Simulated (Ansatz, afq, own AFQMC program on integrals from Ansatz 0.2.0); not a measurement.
# GeH₂O (singlet): quantum Monte Carlo beside coupled cluster at angle O2–Ge1–H3 = 139.1°, cc-pVTZ, part 2 of 2

Ansatz 0.2.0, Gaussian basis, and an in-house AFQMC program (afq) on its integrals; all values are calculated; cc-pVTZ, frozen cores. Earlier steps stand in the parts before.

## Step 13: UHF

Contents of in.yaml:

```yaml
crystal:
  periodic: [false, false, false]
  atoms:
    - {symbol: Ge, position_ang: [0.000000, 0.094196, 0.312524]}
    - {symbol: O, position_ang: [0.000000, -0.431447, -1.399208]}
    - {symbol: H, position_ang: [0.000000, 1.449880, 1.160610]}
    - {symbol: H, position_ang: [0.000000, -1.389884, -1.473358]}
basis:
  gaussian: {orbitals: cc-pVTZ}
magnetization: {spin_polarized: true, initial_magnetization: 0}
hamiltonian: {xc: hf}
output: {orbitals: {seedname: orbitals}}
```

The run is started by

```
> ansatz run in.yaml --threads 1 --pin off --events-out ev --progress --plain --max-ram 24576MiB --backend cuda --devices 0, --max-vram 18GiB
```

The log of the run:

```text
Functional definition: HF
  name "HF"
  cite "Fock, Z. Phys. 61, 126 (1930) doi:10.1007/BF01340294"
  parent pbe
  exchange = exact_x
  correlation = 0
803 factors; their error is unknown
mean field evaluation 1: about -58538.9350 eV, gradient 2.7e1 eV
mean field evaluation 2: about -58540.0671 eV, gradient 2.2e1 eV
mean field evaluation 4: about -58541.7206 eV, gradient 5.6e-1 eV
mean field evaluation 8: about -58541.7348 eV, gradient 1.0e-1 eV
mean field evaluation 16: about -58539.7899 eV, gradient 2.7e1 eV
mean field evaluation 32: about -58541.7352 eV, gradient 1.2e-3 eV
mean field -58542.80208507 eV, -2151.4082948899 hartree, gradient 1.5e-5 eV, S^2 0.571018; 4 other end points of the search recorded, 0 dependent functions left out
reference -58542.80208507 eV, -2151.4082948899 hartree; 21, 21 occupied and 80, 80 virtual orbitals, 803 factors
Total energy: -58542.80208507 eV, -2151.4082948899 hartree
```

It took 5.5 s on 1 × NVIDIA H100 80GB HBM3 with 1 thread of AMD EPYC 7R13 (Zen 3), shared host; peak host memory 1.8 GiB.

From the report: ⟨S²⟩ of the determinant 0.571 (pure singlet: 0.00). The determinant is far from a pure spin state, so its energy mixes those of several spin states (harmless only where they are near-degenerate, as at dissociation).

## Step 14: CCSD(T) on UHF

Changes to in.yaml since step 13:

```diff
@@ -10,3 +10,2 @@
 magnetization: {spin_polarized: true, initial_magnetization: 0}
-hamiltonian: {xc: hf}
-output: {orbitals: {seedname: orbitals}}
+correlation: {method: ccsd_t, electrons: outside_noble_gas, hamiltonian_folder: ham}
```

Same command.

The log of the run, cut to the lines that bear on the results:

```text
Functional definition: HF
  name "HF"
  cite "Fock, Z. Phys. 61, 126 (1930) doi:10.1007/BF01340294"
  parent pbe
[...]
621 factors; integrals over basis functions are off by at most 7.3e-4 eV
[...]
mean field -58542.80276092 eV, -2151.4083197269 hartree, gradient 2.7e-6 eV, S^2 0.571015; 7 other end points of the search recorded, 0 dependent functions left out
determinant -58542.80276092 eV, -2151.4083197269 hartree, with singles and doubles -58552.51210125 eV, -2151.7651314026 hartree
determinant -58541.82535002 eV, -2151.3724005387 hartree, with singles and doubles -58551.39905715 eV, -2151.7242277865 hartree
determinant -58539.91490720 eV, -2151.3021930601 hartree, with singles and doubles -58549.68811634 eV, -2151.6613518714 hartree
determinant -58542.59113825 eV, -2151.4005427371 hartree, with singles and doubles -58552.65434640 eV, -2151.7703588155 hartree
15 core orbitals not correlated: weight in the atoms' cores, before any rotation towards them, 0.994 or more for the frozen orbitals, at most 0.008 for the correlated occupied ones
reference -58542.80276092 eV, -2151.4083197269 hartree; 6, 6 occupied and 80, 80 virtual orbitals, 621 factors
second order -9.09982405 eV of doubles, -0.00000000 eV of singles
cycle   1  -9.62629318 eV  change   -7.6e-1 eV  update   2.7e-2
[...]
cycle  14  -9.72733053 eV  change    6.0e-6 eV  update   9.6e-6
perturbative correction -0.39041826 eV, -0.0143476066 hartree
Total energy: -58552.92050972 eV, -2151.7801401372 hartree
```

It took 11 s on 1 × NVIDIA H100 80GB HBM3 with 1 thread of AMD EPYC 7R13 (Zen 3), shared host; peak host memory 1.8 GiB.

From the report: ⟨S²⟩ of the determinant 0.571 (pure singlet: 0.00); correlation -10.1177 eV; T1 0.085; largest double amplitude 0.10. The determinant is far from a pure spin state, so its energy mixes those of several spin states (harmless only where they are near-degenerate, as at dissociation).

This run also writes the integrals to the folder ham.

## Step 15: CCSDT(Q) on UHF

Changes to in.yaml since step 14:

```diff
@@ -10,2 +10,2 @@
 magnetization: {spin_polarized: true, initial_magnetization: 0}
-correlation: {method: ccsd_t, electrons: outside_noble_gas, hamiltonian_folder: ham}
+correlation: {method: ccsdt_q, electrons: outside_noble_gas}
```

Same command.

The log of the run, cut to the lines that bear on the results:

```text
Functional definition: HF
  name "HF"
  cite "Fock, Z. Phys. 61, 126 (1930) doi:10.1007/BF01340294"
  parent pbe
[...]
1232 factors; integrals over basis functions are off by at most 2.2e-7 eV
[...]
mean field -58542.80286981 eV, -2151.4083237284 hartree, gradient 3.2e-6 eV, S^2 0.571022; 7 other end points of the search recorded, 0 dependent functions left out
determinant -58542.80286981 eV, -2151.4083237284 hartree, with singles and doubles -58552.51222924 eV, -2151.7651361064 hartree
determinant -58541.82546363 eV, -2151.3724047140 hartree, with singles and doubles -58551.39918689 eV, -2151.7242325544 hartree
determinant -58539.91504138 eV, -2151.3021979910 hartree, with singles and doubles -58549.68825922 eV, -2151.6613571221 hartree
determinant -58542.59123972 eV, -2151.4005464663 hartree, with singles and doubles -58552.65448377 eV, -2151.7703638638 hartree
15 core orbitals not correlated: weight in the atoms' cores, before any rotation towards them, 0.994 or more for the frozen orbitals, at most 0.008 for the correlated occupied ones
reference -58542.80286981 eV, -2151.4083237284 hartree; 6, 6 occupied and 80, 80 virtual orbitals, 1232 factors
second order -9.09985001 eV of doubles, -0.00000000 eV of singles
cycle   1  -9.17680561 eV  change   -7.7e-2 eV  update   1.0e-1
[...]
cycle  25  -10.15006816 eV  change    1.8e-7 eV  update   6.1e-7
perturbative correction -0.03100311 eV, -0.0011393432 hartree
Total energy: -58552.98394107 eV, -2151.7824711964 hartree
```

Run time: 25 s. Hardware: 1 × NVIDIA H100 80GB HBM3 with 1 thread of AMD EPYC 7R13 (Zen 3), shared host; peak host memory 1.8 GiB.

From the report: ⟨S²⟩ of the determinant 0.571 (pure singlet: 0.00); correlation -10.1811 eV; T1 0.104; largest double amplitude 0.15. The determinant is far from a pure spin state, so its energy mixes those of several spin states (harmless only where they are near-degenerate, as at dissociation).

## Step 16: Phaseless AFQMC, CISD trial on UHF

It reads the integrals that the CCSD(T) run on this determinant wrote.

The run is started by

```
> afq ham --method phaseless --trial cisd --walkers 1600 --populations 20 --least-time 60 --time-step 0.005 --steps-per-block 50 --equilibration-blocks 28 --max-blocks 4000 --target-error 0.00021 --factor-cut 1e-05 --start spin_pure --seed 6676 --release-times 0.24,0.51,0.99,1.62,2.4 --release-step 0.03 --release-every 3 --taylor-order 6
```

The log of the run:

```text
orbitals 86  electrons 6 6  factors 573 of 621
reference energy -2151.40831973 Eh
CCSD correlation -0.35747308 Eh in 16 cycles, weight of the determinant in the CISD state 0.7318
energy of the start -2151.695650 Eh
 block  time / (1/Eh)  mean weight  energy / Eh
     1     0.250  1.0005  -2151.740859
     2     0.500  1.0002  -2151.757829
     3     0.750  0.9996  -2151.773471
     4     1.000  1.0003  -2151.774584
     5     1.250  0.9996  -2151.778790
     6     1.500  1.0001  -2151.779150
     7     1.750  1.0003  -2151.781682
     8     2.000  0.9998  -2151.781447
     9     2.250  1.0008  -2151.782033
    10     2.500  1.0001  -2151.784097
    19     4.750  0.9991  -2151.778700
    28     7.000  0.9997  -2151.780168
    37     9.250  1.0000  -2151.783025
    46    11.500  0.9994  -2151.780240
    55    13.750  0.9991  -2151.782172
    64    16.000  0.9998  -2151.776632
    73    18.250  1.0000  -2151.781648
    82    20.500  1.0001  -2151.778427
    91    22.750  1.0005  -2151.780373
   100    25.000  0.9996  -2151.779111
   109    27.250  0.9997  -2151.786738
   118    29.500  1.0005  -2151.776064
   127    31.750  0.9992  -2151.782285
   136    34.000  1.0005  -2151.781935
   145    36.250  1.0005  -2151.785355
   154    38.500  0.9989  -2151.783433
   163    40.750  1.0001  -2151.779414
   172    43.000  1.0007  -2151.780147
   181    45.250  0.9994  -2151.784076
   190    47.500  0.9997  -2151.781026
   199    49.750  0.9999  -2151.784521
   208    52.000  1.0004  -2151.781233
   217    54.250  0.9997  -2151.785345
   226    56.500  1.0001  -2151.776677
   235    58.750  0.9998  -2151.779691
   244    61.000  1.0005  -2151.780692
   253    63.250  1.0001  -2151.782088
   262    65.500  0.9999  -2151.783685
   271    67.750  1.0006  -2151.778869
   280    70.000  1.0003  -2151.781529
   289    72.250  1.0003  -2151.781694
   298    74.500  1.0002  -2151.784926
   307    76.750  0.9996  -2151.780977
   316    79.000  0.9990  -2151.779970
   325    81.250  0.9996  -2151.779228
   334    83.500  0.9996  -2151.784787
   343    85.750  0.9996  -2151.783961
   352    88.000  1.0001  -2151.780737
   361    90.250  1.0004  -2151.781719
error from the spread of 20 populations
released: time / (1/Eh)  energy / Eh  error  mean overlap
  0.24  -2151.782392  0.000212  0.9968
  0.51  -2151.782300  0.000204  0.9954
  0.99  -2151.782607  0.000251  0.9892
  1.62  -2151.782809  0.000285  0.9774
  2.40  -2151.782783  0.000554  0.9603
energy -2151.782065 +/- 0.000289 Eh
```

Run time: 4 min. Hardware: 1 × NVIDIA H100 80GB HBM3 with 2 threads of AMD EPYC 7R13 (Zen 3), shared host; peak host memory 1.8 GiB.

Energy -58552.9729 ± 0.0079 eV. Caveats: constraint bias not in the error.

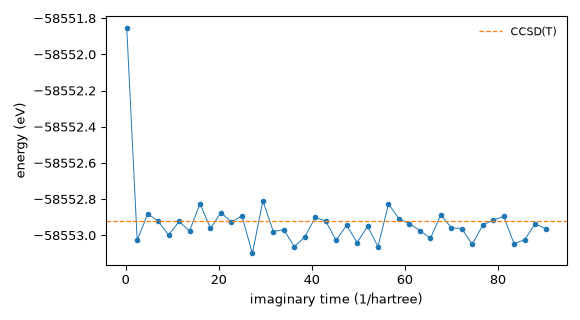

Block energies along the walk.

## Step 17: Phaseless AFQMC, single-determinant trial on UHF

It reads the integrals that the CCSD(T) run on this determinant wrote.

The run is started by

```
> afq ham --method phaseless --trial hf --walkers 1600 --populations 20 --least-time 40 --time-step 0.005 --steps-per-block 20 --equilibration-blocks 112 --max-blocks 4000 --target-error 0.0010500000000000002 --factor-cut 1e-05 --start spin_pure --seed 8803 --taylor-order 6
```

The log of the run:

```text
orbitals 86  electrons 6 6  factors 573 of 621
reference energy -2151.40831973 Eh
CCSD correlation -0.35747308 Eh in 16 cycles, weight of the determinant in the CISD state 0.7318
energy of the start -2151.412279 Eh
 block  time / (1/Eh)  mean weight  energy / Eh
     1     0.100  1.0017  -2151.540692
     2     0.200  1.0036  -2151.609916
     3     0.300  1.0030  -2151.658126
     4     0.400  1.0026  -2151.683054
     5     0.500  1.0025  -2151.703498
     6     0.600  1.0013  -2151.720085
     7     0.700  1.0022  -2151.726246
     8     0.800  1.0015  -2151.745906
     9     0.900  1.0010  -2151.734673
    10     1.000  1.0009  -2151.751323
    15     1.500  1.0004  -2151.765075
    29     2.900  0.9999  -2151.777418
    43     4.300  1.0002  -2151.787009
    57     5.700  1.0001  -2151.794842
    71     7.100  1.0004  -2151.783328
    85     8.500  0.9994  -2151.789415
    99     9.900  0.9993  -2151.780606
   113    11.300  0.9992  -2151.784170
   127    12.700  0.9998  -2151.783993
   141    14.100  0.9986  -2151.779366
   155    15.500  1.0001  -2151.789319
   169    16.900  1.0002  -2151.800095
   183    18.300  0.9997  -2151.792481
   197    19.700  0.9993  -2151.790950
   211    21.100  0.9992  -2151.782580
   225    22.500  1.0001  -2151.783397
   239    23.900  0.9999  -2151.781276
   253    25.300  1.0004  -2151.801142
   267    26.700  1.0008  -2151.787762
   281    28.100  0.9999  -2151.778233
   295    29.500  1.0001  -2151.783103
   309    30.900  0.9998  -2151.790213
   323    32.300  0.9995  -2151.791363
   337    33.700  1.0006  -2151.786555
   351    35.100  0.9993  -2151.779241
   365    36.500  0.9994  -2151.789922
   379    37.900  1.0000  -2151.783650
   393    39.300  1.0005  -2151.770378
   407    40.700  0.9998  -2151.778416
   421    42.100  1.0001  -2151.795675
   435    43.500  0.9998  -2151.784713
   449    44.900  0.9995  -2151.778090
   463    46.300  0.9999  -2151.799900
   477    47.700  1.0003  -2151.789750
   491    49.100  0.9998  -2151.770279
   505    50.500  1.0011  -2151.773906
   519    51.900  1.0003  -2151.788947
   533    53.300  0.9996  -2151.781268
   547    54.700  0.9989  -2151.793878
   561    56.100  1.0004  -2151.788881
error from the spread of 20 populations
energy -2151.784453 +/- 0.001011 Eh
```

Run time: 52 s. Hardware: 1 × NVIDIA H100 80GB HBM3 with 2 threads of AMD EPYC 7R13 (Zen 3), shared host; peak host memory 1.8 GiB.

Energy -58553.0379 ± 0.0275 eV. Caveats: constraint bias not in the error.

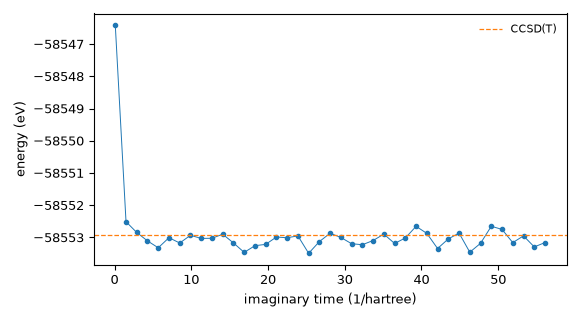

Block energies along the walk.

## Step 18: Free-projection AFQMC, CISD trial on UHF

It reads the integrals that the CCSD(T) run on this determinant wrote.

The run is started by

```
> afq ham --method free --trial cisd --walkers 1600 --time-step 0.03 --max-blocks 4000 --target-error 0.00042 --factor-cut 1e-05 --seed 3208 --times 0,0.21,0.42,0.81,1.2,1.8,2.4,3 --taylor-order 8
```

The log of the run:

```text
orbitals 86  electrons 6 6  factors 573 of 621
reference energy -2151.40831973 Eh
CCSD correlation -0.35747308 Eh in 16 cycles, weight of the determinant in the CISD state 0.7318
repeat  energy at the last time / Eh  error
    10  -2151.779839  0.000923
    20  -2151.781349  0.000708
    30  -2151.781463  0.000590
    40  -2151.781296  0.000568
    50  -2151.781255  0.000620
    60  -2151.781294  0.000534
    70  -2151.781281  0.000475
    80  -2151.781306  0.000463
time / (1/Eh)  energy / Eh  error  mean overlap
  0.00  -2151.766064  0.000137  1.3670
  0.21  -2151.774339  0.000149  1.3628
  0.42  -2151.777046  0.000149  1.3625
  0.81  -2151.779338  0.000190  1.3621
  1.20  -2151.780018  0.000231  1.3677
  1.80  -2151.781002  0.000312  1.3655
  2.40  -2151.781039  0.000396  1.3646
  3.00  -2151.781331  0.000452  1.3629
energy -2151.781331 +/- 0.000452 Eh
```

Run time: 2 min. Hardware: 1 × NVIDIA H100 80GB HBM3 with 2 threads of AMD EPYC 7R13 (Zen 3), shared host; peak host memory 1.8 GiB.

Energy -58552.9529 ± 0.0123 eV. Caveats: remainder of the start not in the error; start is not spin pure.

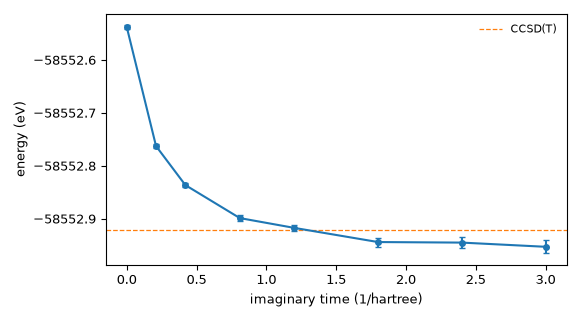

Energy against projection time, with error bars.

## Step 19: All levels side by side

On the RHF determinant, counted from CCSDT(Q) (a yardstick, not exact):

```tsv
level	energy (eV)	from CCSDT(Q) (kcal/mol)	statistical error (kcal/mol)	time
HF	-58542.5911	+239.72		
MP2	-58552.0882	+20.71		
CCSD	-58552.5598	+9.83		
CCSD(T)	-58552.9448	+0.95		
CCSDT(Q)	-58552.9862	0.00		
Phaseless AFQMC, CISD trial, step 0.005, 1600 walkers	-58552.9807	+0.13	0.13	1.9 min
Phaseless AFQMC, single-determinant trial, step 0.005, 1600 walkers	-58553.1388	-3.52	0.64	39 s
Free-projection AFQMC, CISD trial, step 0.03, 1600 walkers	-58552.9726	+0.31	0.26	23 s
```

On the UHF determinant, counted from CCSDT(Q) (a yardstick, not exact):

```tsv
level	energy (eV)	from CCSDT(Q) (kcal/mol)	statistical error (kcal/mol)	time
HF	-58542.8028	+234.78		
MP2	-58551.9026	+24.94		
CCSD	-58552.5301	+10.47		
CCSD(T)	-58552.9205	+1.46		
CCSDT(Q)	-58552.9839	0.00		
Phaseless AFQMC, CISD trial, step 0.005, 1600 walkers	-58552.9729	+0.25	0.18	4 min
Phaseless AFQMC, single-determinant trial, step 0.005, 1600 walkers	-58553.0379	-1.24	0.63	52 s
Free-projection AFQMC, CISD trial, step 0.03, 1600 walkers	-58552.9529	+0.72	0.28	2 min
```

The functionals' totals stand on their own zeros and serve differences with other points: PBE -58587.356 eV; r2SCAN -58596.671 eV; PBE0 -58588.626 eV; B3LYP -58599.478 eV; wB97M-V -58594.233 eV; B2PLYP -58585.526 eV.

## Step 20: Outcome

What follows sums up all 2 parts.

| quantity | value |
| --- | --- |
| CCSD(T) on RHF from CCSDT(Q) | +0.95 kcal/mol |
| Phaseless AFQMC, CISD trial on RHF from CCSDT(Q) | +0.13 ± 0.13 kcal/mol |
| Phaseless AFQMC, single-determinant trial on RHF from CCSDT(Q) | -3.52 ± 0.64 kcal/mol |
| Free-projection AFQMC, CISD trial on RHF from CCSDT(Q) | +0.31 ± 0.26 kcal/mol |
| CCSD(T) on UHF from CCSDT(Q) | +1.46 kcal/mol |
| Phaseless AFQMC, CISD trial on UHF from CCSDT(Q) | +0.25 ± 0.18 kcal/mol |
| Phaseless AFQMC, single-determinant trial on UHF from CCSDT(Q) | -1.24 ± 0.63 kcal/mol |
| Free-projection AFQMC, CISD trial on UHF from CCSDT(Q) | +0.72 ± 0.28 kcal/mol |

In words: On RHF the phaseless walk with the CISD trial lies +0.13 kcal/mol from CCSDT(Q), within three error bars. A single-determinant trial moves the result by -3.64 kcal/mol. Free projection has no constraint; at the last time it gives +0.31 ± 0.26 kcal/mol. On UHF the phaseless walk with the CISD trial lies +0.25 kcal/mol from CCSDT(Q), within three error bars. Free projection has no constraint; at the last time it gives +0.72 ± 0.28 kcal/mol, and from a start that isn't spin pure other spins can mix in. Error bars are statistical and leave out the constraint, the time step and what remains of the start.
